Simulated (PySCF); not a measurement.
**F₂O₂S, SMILES `O=S(=O)(F)F`: what the electrons do**

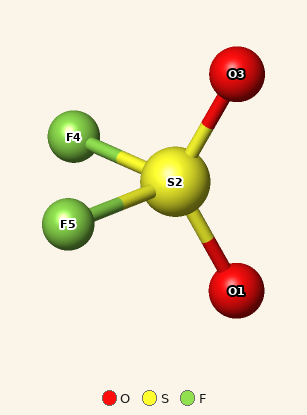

The molecule, with its atoms numbered as below. No frequency check shows the geometry to be a minimum.

Cartesian coordinates (Å):

```
O1       0.8356   -1.2406   -0.0468
S2       0.1881    0.0000    0.0000
O3       0.8357    1.2405    0.0468
F4      -0.9100    0.0445   -1.1604
F5      -0.9100   -0.0444    1.1605
```

### 1. In an electric field

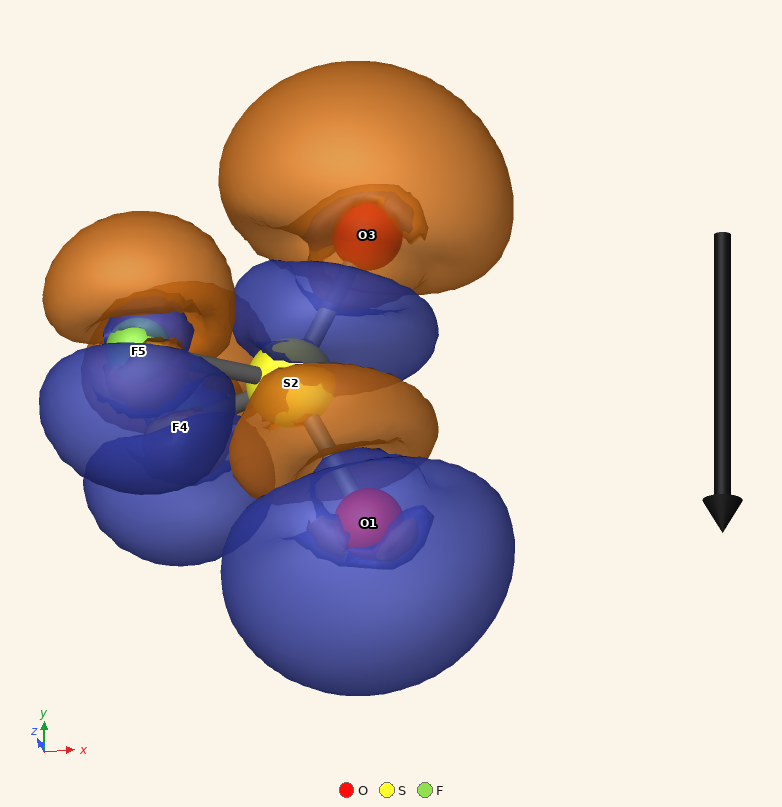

Change of the electron density in a uniform field of 0.41 V/Å along −y (arrow), surfaces at ±0.0015 e/Å³ (orange: gain, blue: loss).

Level of theory: BP86/6-31+G* (PySCF), at a geometry from GFN2-xTB. The basis has diffuse s and p functions alone, which still leaves polarisabilities too small, most of all across bonds.

The field was applied in both directions; the picture shows the one opposite to the script's first.

Q: How large is the response?

A: The induced dipole is 0.62 D (along the field); α along this axis, from the fields in both directions, is 31 bohr³ (4.5 Å³).

### 2. Removing or adding an electron

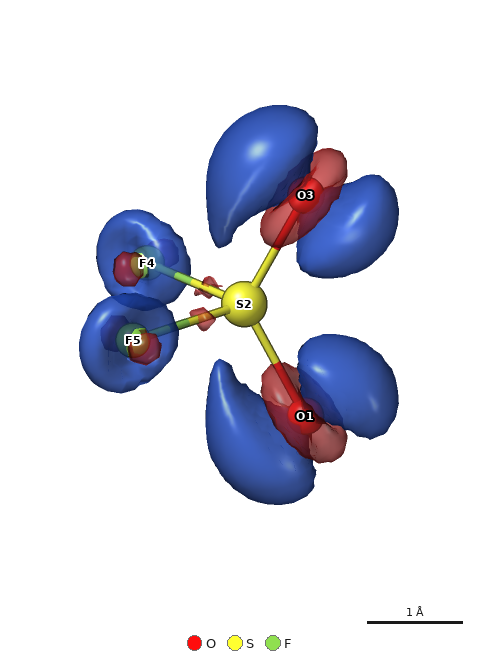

Fukui function f⁻ = ρ(N) − ρ(N−1) at fixed geometry, surfaces at ±0.05 e/Å³ (blue positive, red negative).

Computed with PySCF, PBE0/6-311+G**, geometry: GFN2-xTB.

Q: Which atoms respond most to the removal of an electron?

A: f⁻ (Hirshfeld-condensed) is largest on O1 and O3 (0.30 each); the vertical ionisation energy is 13.69 eV. Condensed values hint at sites of electrophilic attack but needn't mark the atom that reacts. Orbital relaxation makes it negative in places (0.19 e in all).

### 3. Localised orbitals

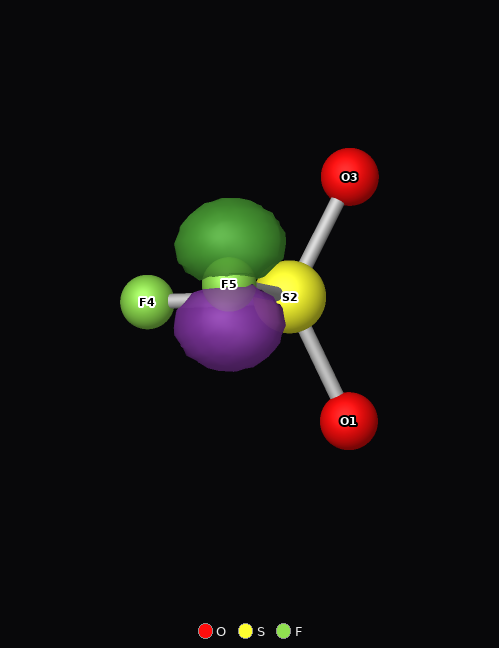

Intrinsic bond orbitals (IBO), occupied; each surface holds about 70 % of the orbital's density. Energies are diagonal elements of the Fock matrix.

Level of theory: BLYP/def2-SVPD (PySCF), at a geometry from GFN2-xTB.

Q: What does this orbital represent?

A: Lone pair on F5 (p-type) (F5 98 %; −12.1 eV).

The PySCF runs shown took 13 s, 80 s and 7.1 s on 1 thread of Intel(R) Xeon(R) 6975P-C (Granite Rapids), on a shared host.
